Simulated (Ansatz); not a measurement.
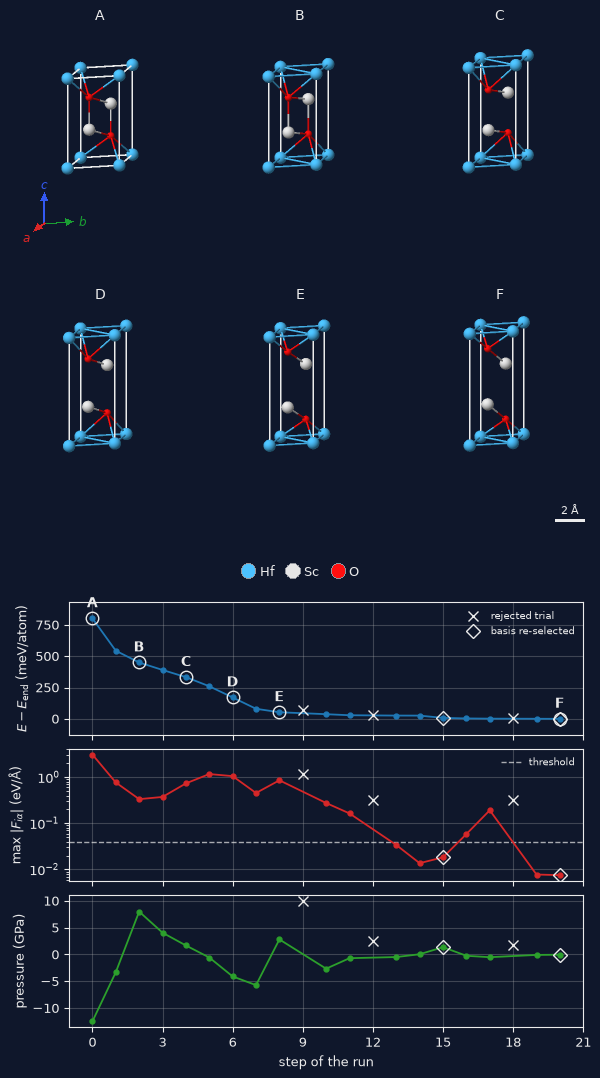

Frames of a relaxation of solid HfSc$_{2}$O$_{2}$ (built on the EuMn2P2 type) (coarse preliminary run), marked on the history of the run. The picture is a ball-and-stick view of the cell of the calculation, seen slightly off an axis.

Case: EuMn2P2 type (P-3m1, No. 164).

Computed with Ansatz, DFT PBE, scalar-relativistic, plane waves, PAW.

Input
```yaml
crystal:
  lattice:
    - [3.8139106379, 0.0, 0.0]
    - [-1.906955319, 3.3029435002, 0.0]
    - [0.0, 0.0, 6.4752731195]
  atoms:
    - { symbol: Hf, position: [0.0, 0.0, 0.0] }
    - { symbol: Sc, position: [0.3333333333, 0.6666666667, 0.62] }
    - { symbol: Sc, position: [0.6666666667, 0.3333333333, 0.38] }
    - { symbol: O, position: [0.3333333333, 0.6666666667, 0.26] }
    - { symbol: O, position: [0.6666666667, 0.3333333333, 0.74] }
basis:
  ecutwfc: 420
kpoints:
  mp_grid: { grid: [6, 6, 4] }
hamiltonian:
  xc: pbe
scf:
  occupations: { method: gaussian, width: 0.1 }
  lower_state_search: "off"
output:
  forces: true
  stress: true
  eigenvalues: true
relax:
  adjacent_minimum: "off"
  f_tol: 0.04
  max_steps: 70
  cell: { stress_tol: 0.4 }
```

Command:
```bash
ansatz run input.yaml --threads 1 --pin off --max-ram 2560MiB --backend cpu --events-out ev --progress --plain --runs-dir out
```

### What happens along the run?

The energy falls by 802 meV per atom in 15 accepted moves (20 points after the start). The largest force component goes from 3.1 to 0.0075 eV/Å. The pressure goes from −12.48 to −0.05 GPa. The line search rejected the trial steps at points 9, 12, 18 of the run. At 2 points the geometry stayed and the basis and grid were re-selected for the new cell (energy shift of 18.2 meV per atom at most each time). The largest moves relative to the cell, 0.75 Å, are those of O4 and O5. O4 goes along −c. Largest moves by element: O 0.75 Å, Sc 0.36 Å. Hf stays in place. The volume changes by −13.8 %, with a = b 3.814 → 3.173 Å (−16.8 %), c 6.475 → 8.063 Å (+24.5 %). Near-neighbour distances that change, for instance: Sc2–O4 2.331 → 4.011 Å, Hf1–Hf1 3.814 → 3.173 Å, Sc2–Sc2 3.814 → 3.173 Å, Sc2–Sc3 2.695 → 3.230 Å. Bonds break, among them: Sc2–O4 (2.33 → 4.01 Å), Sc3–O5 (2.33 → 4.01 Å). Bond angles that change, for instance: O5–Sc2–O5 109.5° → 88.4°, Sc2–O5–Sc2 109.5° → 88.4°, Hf1–O5–Sc2 162.0° → 180.0°. The space group stays P-3m1 (No. 164). Cost: 120 s on 1 thread of Arm Neoverse V2 (shared host), peak memory 0.41 GiB. From step 0 to 2: Sc atoms move most (0.27 Å), volume −14.5 %, energy −353 meV per atom. From step 2 to 4: O atoms move most (0.08 Å), volume +7.0 %, energy −117 meV per atom. From step 4 to 6: O atoms move most (0.25 Å), volume +2.5 %, energy −162 meV per atom. From step 6 to 8: O atoms move most (0.47 Å), volume −9.1 %, energy −118 meV per atom. From step 8 to 20: Sc atoms move most (0.14 Å), volume +1.1 %, energy −52.6 meV per atom.

| step | E − E(0), meV/atom | largest force component, eV/Å | pressure, GPa | volume, Å³/atom | note |
| --- | --- | --- | --- | --- | --- |
| 0 | 0.00 | 3.0945 | -12.48 | 16.314 |  |
| 1 | -258.68 | 0.7687 | -3.31 | 14.653 |  |
| 2 | -352.56 | 0.3339 | 8.00 | 13.945 |  |
| 3 | -412.12 | 0.3726 | 4.06 | 14.530 |  |
| 4 | -469.40 | 0.7329 | 1.68 | 14.926 |  |
| 5 | -542.27 | 1.1688 | -0.56 | 15.173 |  |
| 6 | -631.77 | 1.0535 | -4.09 | 15.294 |  |
| 7 | -722.06 | 0.4538 | -5.71 | 14.853 |  |
| 8 | -749.62 | 0.8556 | 2.81 | 13.909 |  |
| 9 | -729.05 | 1.1645 | 10.00 | 13.241 | rejected |
| 10 | -765.18 | 0.2756 | -2.65 | 14.257 |  |
| 11 | -773.67 | 0.1636 | -0.69 | 14.088 |  |
| 12 | -772.52 | 0.3255 | 2.58 | 13.953 | rejected |
| 13 | -776.23 | 0.0339 | -0.48 | 14.123 |  |
| 14 | -776.48 | 0.0137 | 0.05 | 14.098 |  |
| 15 | -794.69 | 0.0183 | 1.37 | 14.098 | same geometry, new basis |
| 16 | -799.08 | 0.0584 | -0.24 | 14.238 |  |
| 17 | -800.75 | 0.1916 | -0.51 | 14.092 |  |
| 18 | -798.62 | 0.3232 | 1.73 | 13.909 | rejected |
| 19 | -801.69 | 0.0077 | -0.08 | 14.060 |  |
| 20 | -802.22 | 0.0075 | -0.05 | 14.060 | same geometry, new basis |
